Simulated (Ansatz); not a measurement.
# H$_{4}$NOSi (SMILES N[SiH]O) (doublet): what the fields show

```xyz
7

N    -0.3625    0.5317    0.2064
O     0.7471   -1.9873    0.4171
Si    0.6610   -0.6310   -0.5653
H    -1.2165    0.2785    0.6979
H     0.1606   -1.2003   -1.8647
H    -0.3210    1.5216   -0.0084
H     1.0023   -1.8104    1.3315
```

Geometry: B3LYP-D3(BJ)/def2-SVP.

Theory: isolated molecule in a Gaussian basis; Kohn-Sham density functional theory, functional PBE0 (Ansatz).

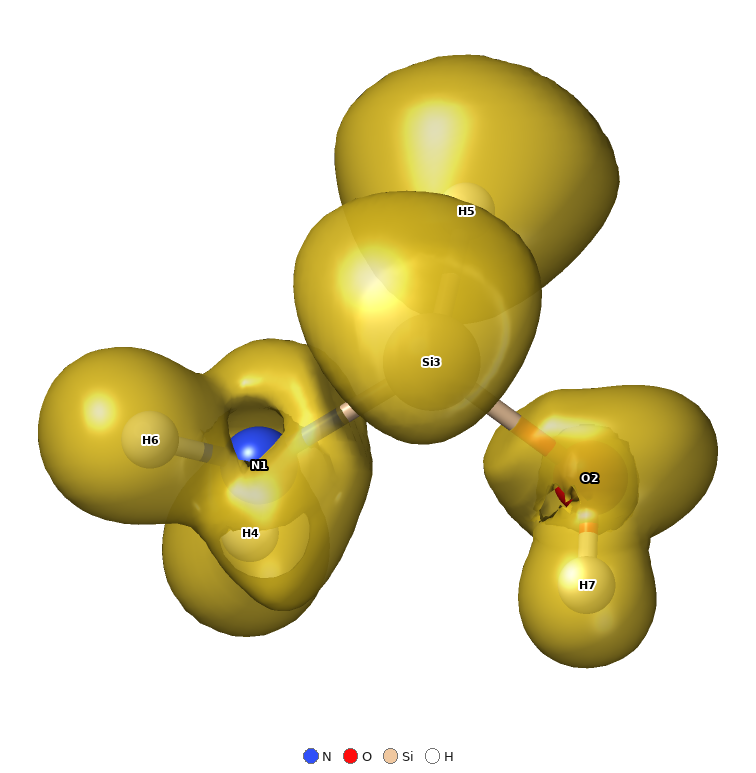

Figure 1. Isosurface of the ELF at 0.75 (yellow), seen across its widest extent. Core shells and regions of very low density are left out.

> Describe the localisation domains.

The surface consists of one region around a hydrogen nucleus, one lobe on Si, pointing away from the bonds (non-bonding electrons), one joined region spread over several atoms (H, N), in which their bonds and any lone pairs are merged and one joined region spread over several atoms (H, O), in which their bonds and any lone pairs are merged.


Si–O (1.68 Å): the ELF peaks at about 0.85 between the atoms, as expected for a polar covalent bond. Si–N (1.73 Å): the ELF peaks at about 0.90 between the atoms, as expected for a shared but strongly polarised pair.

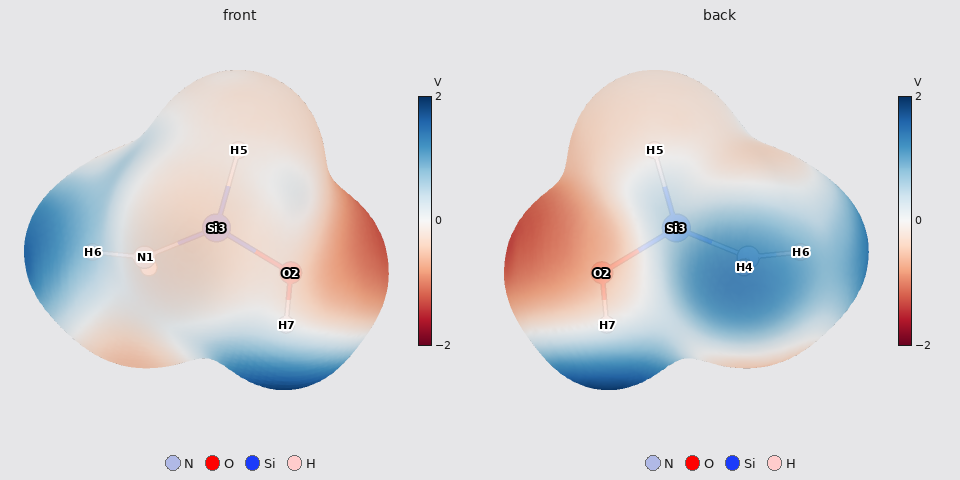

Figure 2. The molecular electrostatic potential painted on the density surface at 0.001 e/bohr³, seen from the front and from behind; the colour scale runs from red (negative) to blue (positive).

> Describe the electrostatic potential map.

The most negative region (about −1.3 V) lies over O2, the most positive (about +1.9 V) over H7. O2 is the likeliest acceptor of a hydrogen bond.

> What dipole moment does the calculation give?

Its dipole moment is 2.12 D.

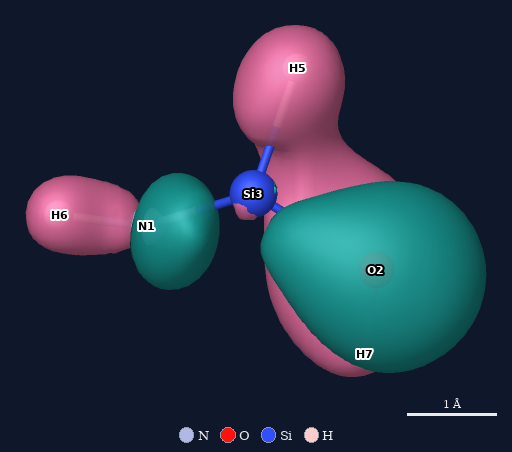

Figure 3. The HOMO−1 (β) at ±0.1 Å⁻³ᐟ² (teal and pink are the two phases), seen at a tilt.

> Where does this orbital lie, and at what energy?

By Hirshfeld shares it lies mainly on O2 (about 75 %); largely a lone pair of O2. Its energy is −9.49 eV.
